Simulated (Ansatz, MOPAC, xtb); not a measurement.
## How methods differ on CH4F2OSi (SMILES C[Si](O)(F)F)

The runs start from one conformer, not always the lowest.

CH4F2OSi, singlet, SMILES `C[Si](O)(F)F`. Each level relaxes the structure for itself.

Quantity: the highest harmonic wavenumber at each level's own minimum, in cm⁻¹. The values are calculated.

| level | kind | program | value (cm⁻¹) |
| --- | --- | --- | --- |
| MNDO | semi-empirical | MOPAC | 4138 |
| MNDOD | semi-empirical | MOPAC | 4005 |
| GFN2-xTB | semi-empirical | xtb | 3636 |
| GFN1-xTB | semi-empirical | xtb | 3847 |
| HF/STO-3G | Hartree–Fock | Ansatz | 4278 |
| HF/3-21G | Hartree–Fock | Ansatz | 4035 |
| HF/6-31G* (Cartesian functions) | Hartree–Fock | Ansatz | 4136 |
| PBE/def2-SVP | GGA | Ansatz | 3771 |
| PBE0-D4/def2-TZVP | global hybrid | Ansatz | 3928 |
| B3LYP/6-31G* (Cartesian functions) | global hybrid | Ansatz | 3811 |

Harmonic and unscaled. The values span 3636 to 4278 cm⁻¹.

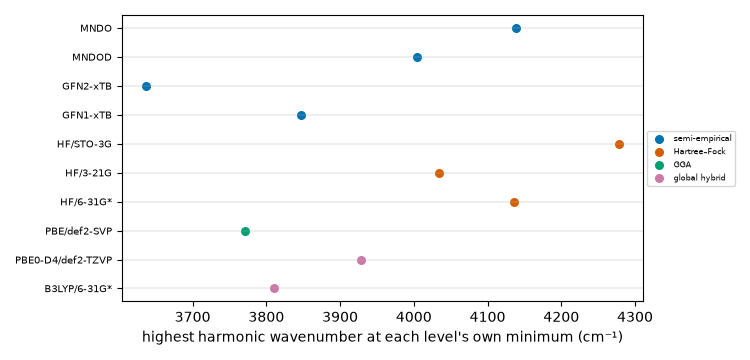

The values of the table, level by level.
